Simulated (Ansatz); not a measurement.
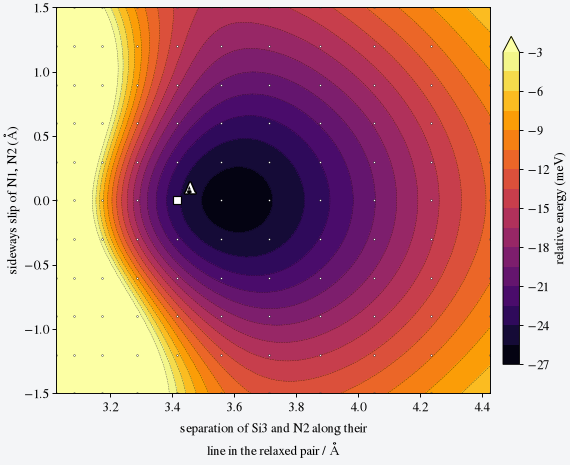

The pair N₂···H₄Si. The first coordinate is: separation of Si3 and N2 along their line in the relaxed pair; the second: sideways slip of N1, N2. Nothing is relaxed (both partners rigid). The scan uses an 11 × 11 grid. Points are written as (first, second). All energies are given in meV relative to the two partners far apart, frozen as in the relaxed pair, each in its own basis (no counterpoise correction). Level of theory: RKS PBE0-D4/def2-TZVPD in Ansatz 0.2.0.

Drawn: filled contours, dots at the grid points, one colour for all values above the top of the scale, the point A. Between grid points the surface is interpolated.

> Is A at rest? If not, where is it pushed?

A, at (3.414 Å, 0.0 Å), is not a stationary point. The computed force is 31 meV for each Å towards larger values of the first coordinate and nearly zero along sideways slip of N1, N2.
